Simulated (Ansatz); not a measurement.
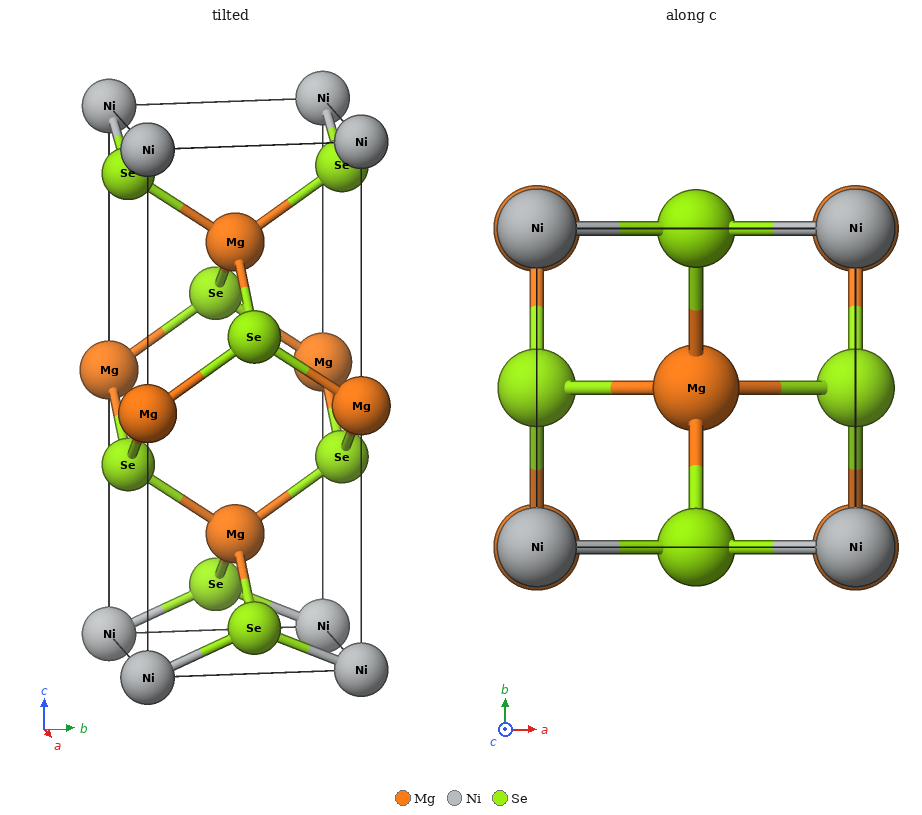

Ball-and-stick drawing of the structure, looking slightly off an axis and along the c axis. Atoms at the boundary of the conventional unit cell (the box) are drawn once for each face, edge or corner they touch.

Mg$_{3}$NiSe$_{4}$, space group P-4m2 (No. 115), a = 4.298 Å, b = 4.298 Å, c = 10.678 Å, α = 90.00°, β = 90.00°, γ = 90.00°. It derives from a structure type filled with these elements by a generator (whether the compound takes this form wasn't checked). Earlier steps of the study, as a rule a relaxation of our own, may have changed the cell and positions, so they can lie some per cent off the listed ones. A calculation with Ansatz used it as input.

This one geometry was computed with Ansatz (DFT, plane waves, PAW) at three levels of theory: r2SCAN, PBEsol and PBE.

Question: Which level gives the highest pressure at this volume, and what does that say about its equilibrium volume?

Answer: Highest: PBE (0.0 GPa), which points to the largest equilibrium volume. Lowest, with the smallest volume: PBEsol (-2.0 GPa). Levels within 0.5 GPa of each other can't be told apart.

Question: How does the band gap change with the level of theory?

Answer: All levels give a metal.

Question: Collect the results in a table.

Answer:
| level | cutoff (eV) | k-mesh of the run's cell | gap (eV) | pressure (GPa) |
| --- | --- | --- | --- | --- |
| r2SCAN | 500 | 10×10×4 | metal | -1.3 |
| PBEsol | 420 | 10×10×4 | metal | -2.0 |
| PBE | 420 | 10×10×4 | metal | 0.0 |

Gaps are taken on the k-mesh or band path of each run.
